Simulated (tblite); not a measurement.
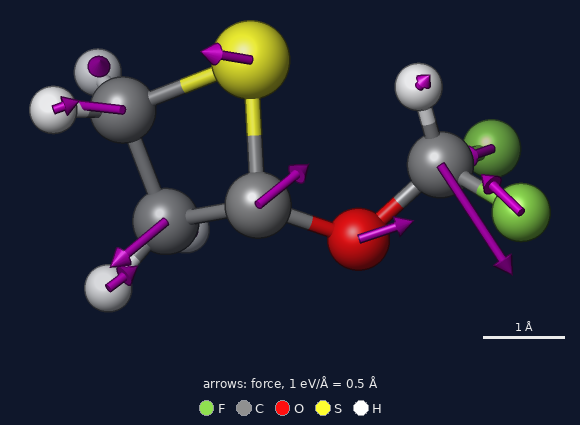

Starting geometry of C4H5F2OS (multiplicity 2) with the computed forces as purple arrows. A ball-and-stick model, seen at a tilt.

The calculation used GFN2-xTB geometry optimisation, gas phase in tblite. 

Question: What follows when this structure is relaxed?

Answer: It isn't relaxed: the largest force vector, on a C atom, is 3.31 eV/Å. The final displacements have little in common with the starting forces (cosine between the two patterns 0.28). An F atom moves most after the best rigid fit: 0.76 Å. Largest moves by element: F 0.76 Å, O 0.55 Å, C 0.46 Å, H 0.42 Å, S 0.27 Å. Some distances before and after: H–S 2.107 → 2.646 Å, C–S 2.695 → 3.142 Å, C–F 1.395 → 1.338 Å, C–F 1.410 → 1.355 Å. Bond angles that change, for instance: O–C–S 110.4° → 124.0°, C–C–H 106.0° → 115.5°, S–C–H 118.8° → 110.7°. Groups turn about C–O by about 40°, C–O by about 35°. Over 99 geometry steps the energy falls by 80.1 kJ/mol.
